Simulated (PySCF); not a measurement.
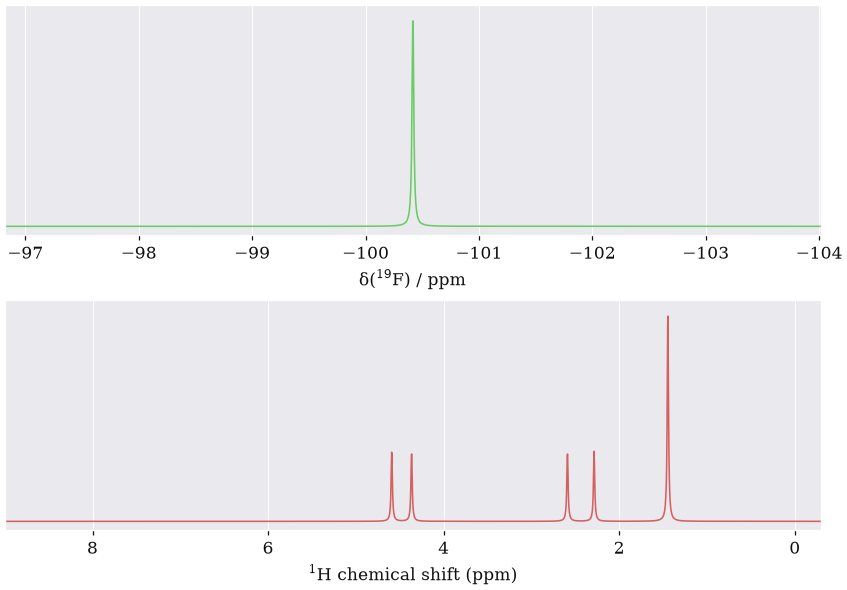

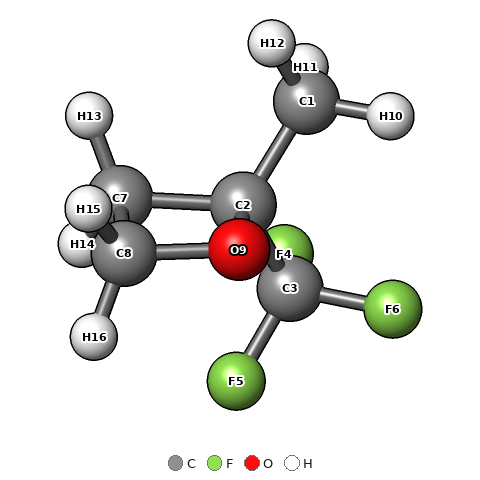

Spectrum and numbered structure of C₅H₇F₃O, SMILES C[C@]1(C(F)(F)F)CCO1. GIAO shifts, PBE0/pcSseg-1 with PySCF 2.14.0, at a PBE0-D3(BJ)/def2-SVP geometry (no frequency check), against CFCl₃ for ¹⁹F and TMS for ¹H computed at the same level (¹⁹F: this reference is a hard case for the method, so all values can be off together by tens of ppm, and differences between signals are safer). Gas phase, fully decoupled, line heights follow the number of nuclei, widths are arbitrary (no quadrupolar broadening); values of one conformer, averaged over methyl-type rotors and exact or near symmetry.

**Where does the ¹⁹F line lie?**

At −100.4 ppm (F4, F5 and F6).

**Which atoms give which ¹H line?**

| δ (ppm) | nuclei | atoms |
| --- | --- | --- |
| 4.59 | 1 | H16 |
| 4.37 | 1 | H15 |
| 2.59 | 1 | H14 |
| 2.29 | 1 | H13 |
| 1.45 | 3 | H10, H11, H12 |
